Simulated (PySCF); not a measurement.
Consider C5H11NOSi2 (SMILES Cc1ccoc1[SiH2]N[SiH3]).

```xyz
20

C    -2.2775    1.3126   -0.4722
C    -1.6026    0.0463   -0.0652
C    -2.0449   -1.2815   -0.3728
C    -1.1316   -2.1249    0.1847
O    -0.1700   -1.4330    0.8099
C    -0.4444   -0.0979    0.6656
Si    0.8011    1.0853    1.3826
N     2.3721    0.5953    0.8232
Si    2.7663   -0.4434   -0.5210
H    -3.2681    1.4036    0.0012
H    -2.4348    1.3416   -1.5617
H    -1.6876    2.1948   -0.1903
H    -2.9297   -1.5644   -0.9399
H    -1.0433   -3.2087    0.2134
H     0.8055    1.0747    2.8786
H     0.3942    2.4592    0.9502
H     3.1572    0.8787    1.4032
H     3.0052   -1.8687   -0.1298
H     4.0217    0.0512   -1.1693
H     1.6480   -0.3989   -1.5063
```

Geometry: PBE0-D3(BJ)/def2-SVP.

Theory: PySCF 2.14.0, PBE0/pcSseg-1, SCF density, gas phase, non-relativistic.

Q: What can the converged electron density and electron localisation function tell about the bonding?

A: C–O (1.34 Å): the density is about 2.4 e/Å³ at the midpoint; the ELF peaks at about 0.90 between the atoms; a polar covalent bond.
C–C (1.36 Å): ρ is about 2.2 e/Å³ halfway; the ELF peaks at about 0.95 between the atoms (a covalent bond).
C–Si (1.86 Å): ρ is about 0.97 e/Å³ halfway; the ELF peaks at about 1 between the atoms: a covalent bond.
C–C (1.43 Å): ρ at the midpoint is about 1.9 e/Å³; the ELF peaks at about 0.95 between the atoms, as expected for a covalent bond.

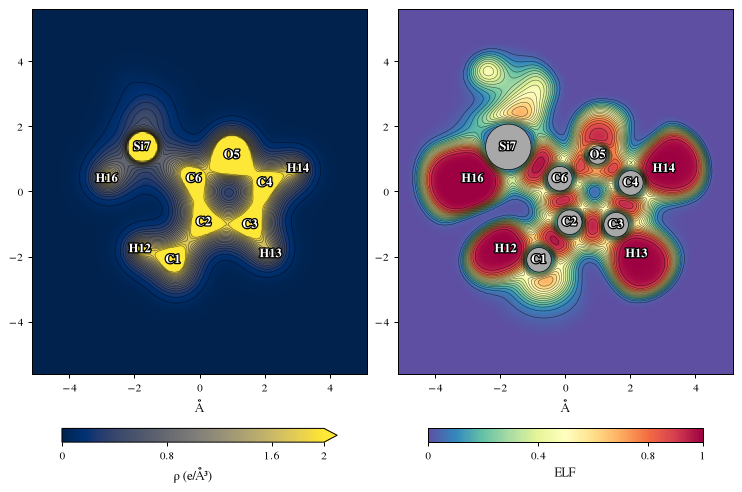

Computed electron density and electron localisation function on the plane of atoms C2, C1 and H12, in this order. Grey discs cover the atomic cores in the ELF map. 
